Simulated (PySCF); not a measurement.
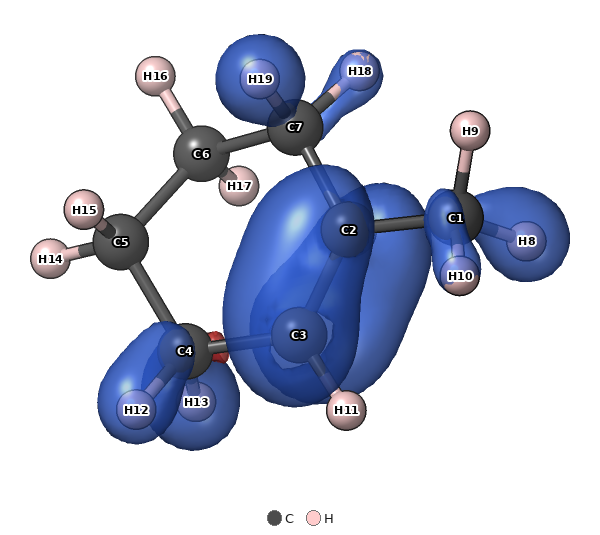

Figure 1: C7H12 (SMILES C[C+]1[CH]CCCC1) (charge +1, doublet). Isosurfaces of the spin density at +0.02 (blue) and −0.02 e/Å³ (red), seen at a tilt.

Geometry: GFN2-xTB.

Computed with UKS B3LYP, pcH-1 on C H, non-relativistic, mean-field spin-orbit, GIAO (PySCF).

```yaml
atoms:
  - { symbol: C, position_ang: [2.4125, -0.5576, 0.0387] }
  - { symbol: C, position_ang: [0.9737, -0.2545, -0.0298] }
  - { symbol: C, position_ang: [0.0521, -1.2632, -0.2355] }
  - { symbol: C, position_ang: [-1.3885, -1.0775, -0.1019] }
  - { symbol: C, position_ang: [-1.8055, 0.2988, 0.3888] }
  - { symbol: C, position_ang: [-0.9327, 1.3633, -0.2681] }
  - { symbol: C, position_ang: [0.5221, 1.1407, 0.1275] }
  - { symbol: H, position_ang: [2.7913, -0.6642, -0.9849] }
  - { symbol: H, position_ang: [2.9794, 0.2401, 0.5120] }
  - { symbol: H, position_ang: [2.6113, -1.5100, 0.5292] }
  - { symbol: H, position_ang: [0.4029, -2.2499, -0.5119] }
  - { symbol: H, position_ang: [-1.8212, -1.8768, 0.5154] }
  - { symbol: H, position_ang: [-1.8226, -1.2892, -1.0966] }
  - { symbol: H, position_ang: [-2.8577, 0.4724, 0.1631] }
  - { symbol: H, position_ang: [-1.6977, 0.3524, 1.4756] }
  - { symbol: H, position_ang: [-1.2516, 2.3577, 0.0412] }
  - { symbol: H, position_ang: [-1.0320, 1.3088, -1.3541] }
  - { symbol: H, position_ang: [1.1902, 1.8232, -0.4072] }
  - { symbol: H, position_ang: [0.6643, 1.3945, 1.1910] }
```

**Where is the unpaired spin?**

The unpaired spin (1 electron) lies mostly on C3 (about 0.4) and C2 (about 0.3), in electrons by Hirshfeld's partition.
